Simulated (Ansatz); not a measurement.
## Electronic structure of ClGeH$_{3}$O$_{3}$···HBr in real space

```xyz
10

Ge   -0.1863   -0.1469   -0.0063
O     0.0115   -0.2342    1.7366
H    -0.7493   -0.5171    2.2255
O     1.3580   -0.1959   -0.7684
H     1.9662   -0.8541   -0.4649
O    -1.1018    1.2377   -0.4727
H    -1.6366    1.1624   -1.2494
Cl   -1.3511   -1.8710   -0.5784
Br    1.6665    2.6495    1.3359
H     1.2036    1.5591    2.2358
```

Not at a stationary point (largest force 1.9 eV/Å).

All numbers below come from Ansatz 0.2.0, RHF/def2-SVP.

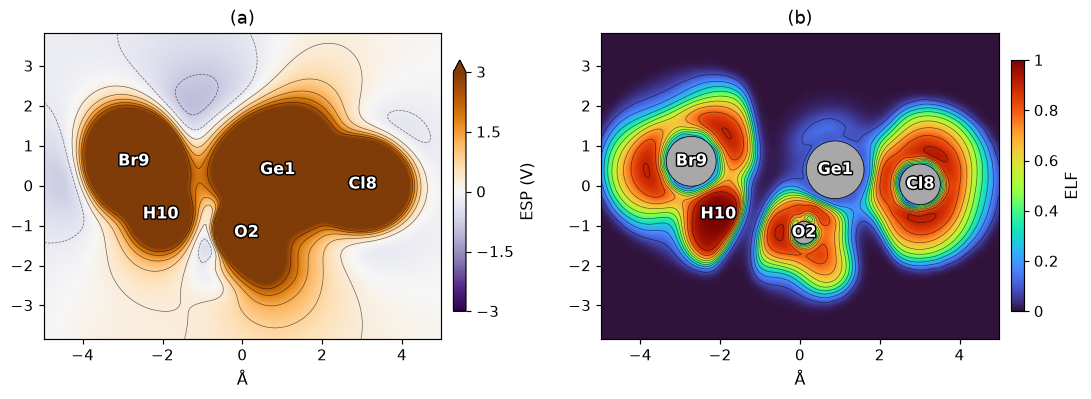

Figure 1. (a) electrostatic potential; (b) electron localisation function on the plane of atoms O2, Ge1 and Cl8. Grey discs cover the atomic cores in the ELF map.

Q: Read the bonding off the picture.

A: Atoms in the plane: Ge, O, Cl, Br and H. O2···H10 (2.21 Å): the ELF dips to about 0.05 between them. Ge–Cl (2.16 Å): the ELF peaks at about 0.85 in the valence shell of Cl, 0.9 Å from its nucleus, and is about 0.70 at the midpoint. Br–H (1.49 Å): the ELF climbs to about 1 towards the hydrogen, as it does in any bond to H. The ELF also peaks beside Cl8 and Br9, away from the bonds: lone-pair regions. Outside the dense part of the complex the potential is most negative (−1.0 V) near Br9.

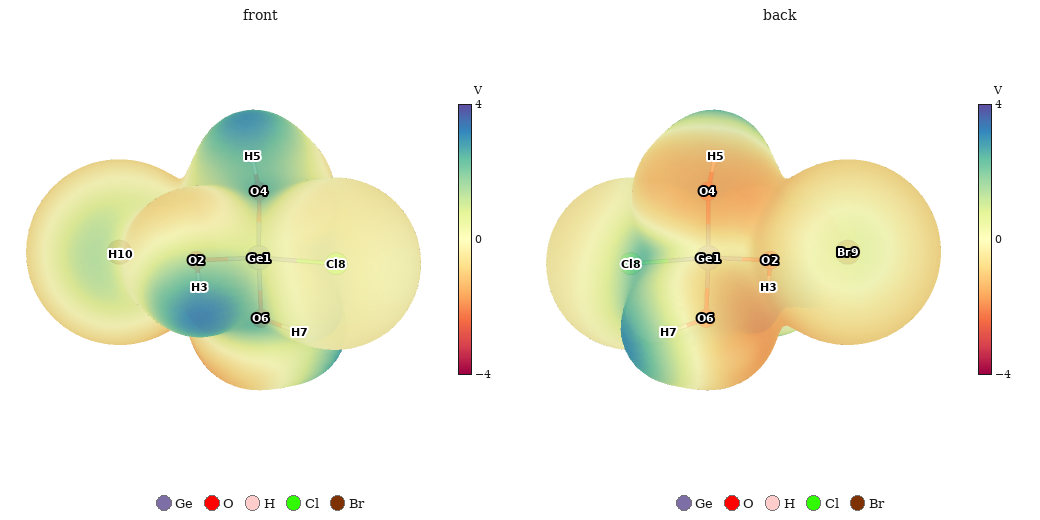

Figure 2. The molecular electrostatic potential painted on the density surface at 0.002 e/bohr³, seen from the front and from behind; red is negative and blue positive.

Q: Describe the electrostatic potential map.

A: The most negative region (about −1.7 V, or −39 kcal/mol for a unit charge) lies over O6, the most positive (about +3.1 V, or +71 kcal/mol for a unit charge) over H3, H5 and H7. Br9 shows a σ-hole: about +0.4 V, or +9 kcal/mol for a unit charge at the tip opposite its bond, against about −1.0 V, or −23 kcal/mol for a unit charge on its flanks. O6 is the likeliest acceptor of a hydrogen bond.

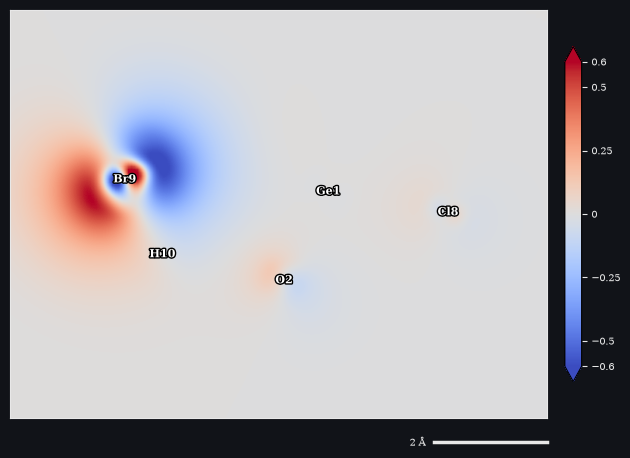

Figure 3. The HOMO on the plane of atoms O2, Ge1 and Cl8 (values in Å⁻³ᐟ²; the overall sign is arbitrary).

Q: What is the character of this orbital?

A: Its weight (Hirshfeld) is mainly on Br9 (about 95 %); largely a lone pair of Br9. Its energy is −11.19 eV.

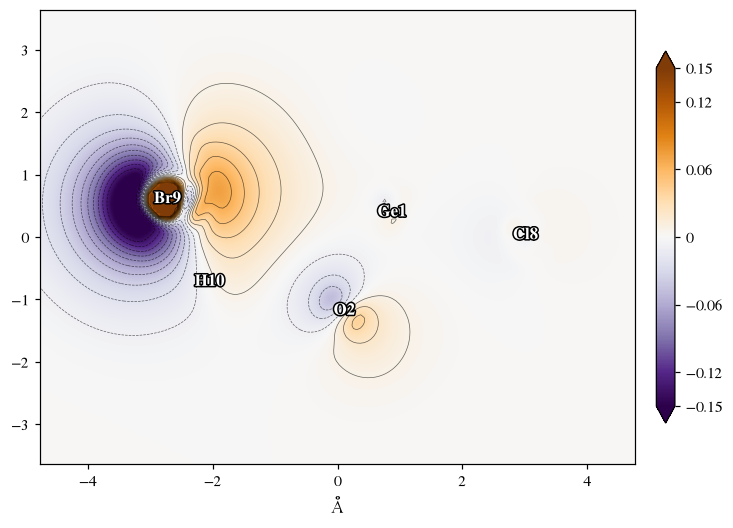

Figure 4. The HOMO−1 on the plane of atoms O2, Ge1 and Cl8 (values in Å⁻³ᐟ²; the overall sign is arbitrary).

Q: Describe this orbital and give its energy.

A: By Hirshfeld shares it lies mainly on Br9 (about 95 %); largely a lone pair of Br9. Its energy is −11.20 eV.
